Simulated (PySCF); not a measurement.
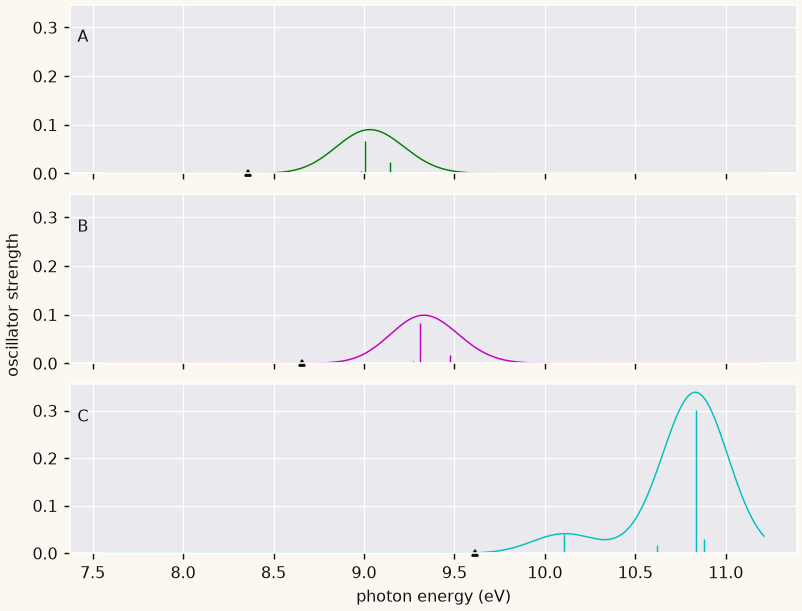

Vertical TDDFT spectra of C₆H₁₂ (cyclohexane), SMILES C1CCCCC1 at one geometry and several levels (PySCF 2.14.0, at a PBE0-D3(BJ)/def2-SVP geometry (no frequency check)); sticks with Gaussians of 1/e half-width 0.25 eV, the triangle marks S1, which has the same leading orbital pair at all these levels. Only the lowest states were computed, so the high end is incomplete. States within 0.01 eV of each other are merged, with their strengths summed. The highest state may be half of a pair whose partner wasn't computed.

### The levels are BHandHLYP/def2-SVPD, CAM-B3LYP/def2-SVPD and PBE0/6-31G(d). Which panel is which?

A: CAM-B3LYP/def2-SVPD (S1 at 8.36 eV); B: BHandHLYP/def2-SVPD (S1 at 8.66 eV); C: PBE0/6-31G(d) (S1 at 9.61 eV).

Caveats, for all or some of the runs: 6-31G(d) has no diffuse functions, so states with Rydberg character are missing or too high; core orbitals are frozen in the response; one conformer of a flexible molecule; states above the negative HOMO energy depend on the basis.
